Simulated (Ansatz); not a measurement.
ClFH₂N₂Si

```xyz
7

Cl    1.4056   -0.7464    1.6003
F     2.7142   -0.4663   -1.0622
N    -0.6957   -1.6547   -1.5369
N     0.4205   -1.9282   -1.0670
Si    1.2382   -0.4673   -0.4096
H    -1.1098   -2.5415   -1.8919
H     0.5504    0.8028   -0.7187
```

Geometry: PBE0-D3(BJ)/pcseg-1.

These are results of Ansatz 0.2.0, isolated molecule in a Gaussian basis; Kohn-Sham density functional theory, functional PBE0, not measurements.

**Predict the electron density and electron localisation function between the atoms.**

N–N (1.24 Å): ρ at the midpoint is about 3.3 e/Å³; the ELF peaks at about 0.90 between the atoms; localised, covalent bonding.
Si–N (1.80 Å): ρ is about 1.1 e/Å³ halfway; the ELF peaks at about 0.95 between the atoms, as expected for a shared but strongly polarised pair.
N–H (1.04 Å): the density is about 2.9 e/Å³ at the midpoint; the ELF climbs to about 1 towards the hydrogen, as it does in any bond to H (a covalent bond by its length).
Si–H (1.48 Å): the density is about 0.87 e/Å³ at the midpoint; the ELF climbs to about 1 towards the hydrogen.

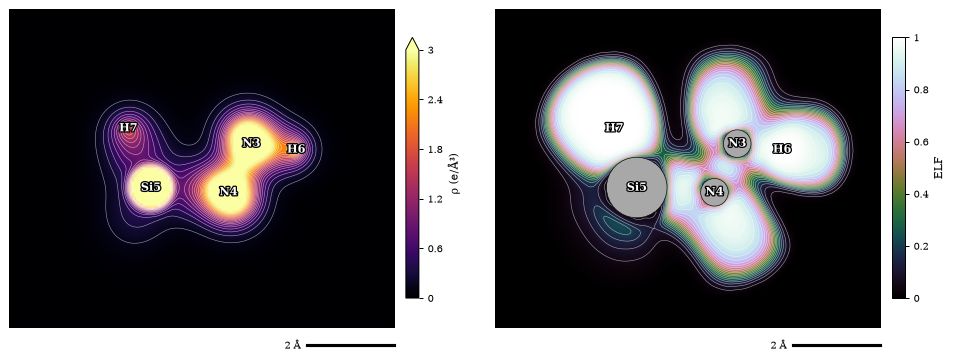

Computed electron density and electron localisation function on the plane of atoms N4, N3 and H6, in this order. Grey discs cover the atomic cores in the ELF map. 
